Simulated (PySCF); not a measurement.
C$_{2}$H$_{4}$Cl$_{4}$Si (SMILES ClCC[Si](Cl)(Cl)Cl)

Input

```
{"job": {"kind": "uv", "xc": "CAM-B3LYP", "basis": "def2-SVPD", "nstates": 8, "ntriplets": 3}, "charge": 0, "multiplicity": 1}
Cl     2.969553    -0.154964    -0.178891
C      1.312320     0.494571    -0.000982
C      0.292414    -0.626703    -0.105152
Si    -1.513172    -0.018583     0.073406
Cl    -1.757841     0.866118     1.872066
Cl    -2.755685    -1.599267    -0.085383
Cl    -1.923746     1.323460    -1.378775
H      1.180925     1.232464    -0.791194
H      1.272760     0.984615     0.970931
H      0.418927    -1.128820    -1.066286
H      0.508970    -1.370220     0.664295
```

Command:

```sh
OMP_NUM_THREADS=1 python probes_run.py task.json out
```

Geometry: GFN2-xTB.

Level of theory: CAM-B3LYP/def2-SVPD, SCF density, gas phase in PySCF 2.14.0.

Question: What will maps of the electron density and electron localisation function show?

Answer: C–C (1.52 Å): the density is about 1.7 e/Å³ at the midpoint; the ELF peaks at about 0.95 between the atoms (a shared electron pair).
C–Cl (1.79 Å): the density is about 1.3 e/Å³ at the midpoint; the ELF peaks at about 0.90 between the atoms: localised, covalent bonding.
C–Si (1.91 Å): ρ is about 0.95 e/Å³ halfway; the ELF peaks at about 1 between the atoms, as expected for a covalent bond.
Si–Cl (2.02 Å): ρ is about 0.95 e/Å³ halfway; the ELF peaks at about 0.90 between the atoms: a polar covalent bond.

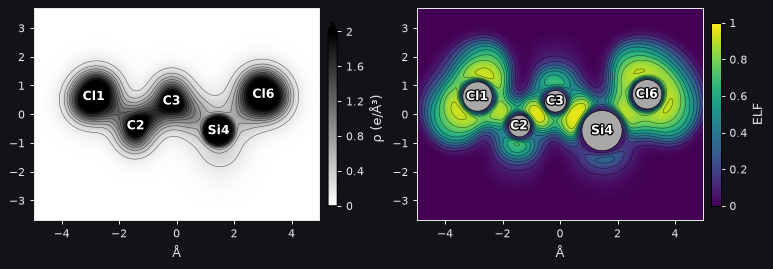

Computed electron density and electron localisation function on the plane of atoms C2, C3 and Si4, in this order. Grey discs cover the atomic cores in the ELF map. 
